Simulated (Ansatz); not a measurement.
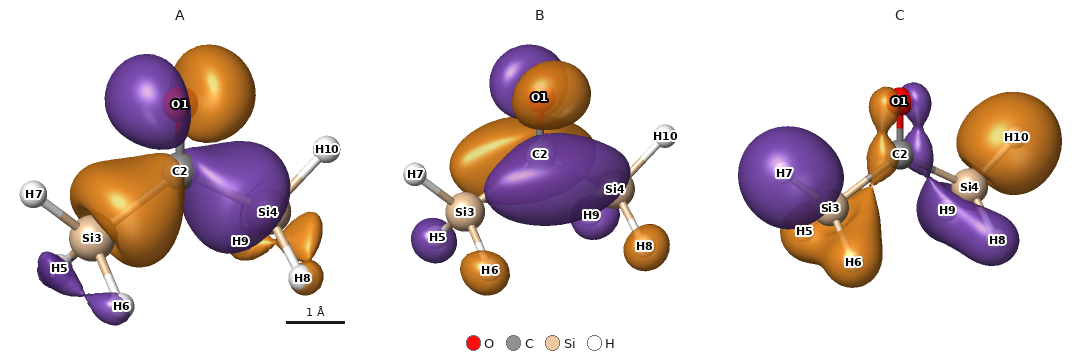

The picture shows: CH6OSi2 (SMILES O=C([SiH3])[SiH3]). Three frontier orbitals at ±0.1 Å⁻³ᐟ² (orange and purple are the two phases), in no order.

The calculation used RKS PBE/cc-pVDZ in Ansatz 0.2.0.

The calculation's input:

```
crystal:
  periodic: [false, false, false]
  atoms:
    - { symbol: O, position_ang: [1.6256, -0.7757, -1.0904] }
    - { symbol: C, position_ang: [0.6322, -0.3033, -0.4505] }
    - { symbol: Si, position_ang: [-0.0952, 1.3847, -0.7654] }
    - { symbol: Si, position_ang: [-0.0816, -1.2921, 0.8817] }
    - { symbol: H, position_ang: [-1.501, 1.3075, -1.1378] }
    - { symbol: H, position_ang: [0.0177, 2.2465, 0.4682] }
    - { symbol: H, position_ang: [0.6575, 2.1251, -1.837] }
    - { symbol: H, position_ang: [0.02233, -0.7071, 2.22352] }
    - { symbol: H, position_ang: [-1.54312, -1.68113, 0.64939] }
    - { symbol: H, position_ang: [0.62002, -2.67733, 0.96803] }
basis:
  gaussian: { orbitals: cc-pVDZ }
hamiltonian:
  xc: pbe
relax:
  f_tol: 0.015
  max_steps: 40
output:
  orbitals: {}
```

Command:

```sh
ansatz run input.yaml --threads 2 --pin off --max-ram 3072MiB --backend cpu --events-out ev --progress --plain --runs-dir out
```

The fields are those of the relaxed geometry.

Order the three orbitals by energy and name them.

C is the HOMO−1 (−8.42 eV). By Hirshfeld shares it lies mainly on Si4 (about 20 %), Si3 (about 20 %), H7 (about 20 %) and H10 (about 20 %). A is the HOMO (−5.08 eV). Its weight (Hirshfeld) is mainly on O1 (about 50 %), C2 (about 15 %), Si3 (about 15 %) and Si4 (about 15 %). B is the LUMO (−2.86 eV). By Hirshfeld shares it lies mainly on C2 (about 40 %) and O1 (about 35 %); π-antibonding (π*) across C2–O1.

What is the HOMO–LUMO gap?

2.22 eV between the orbital energies.
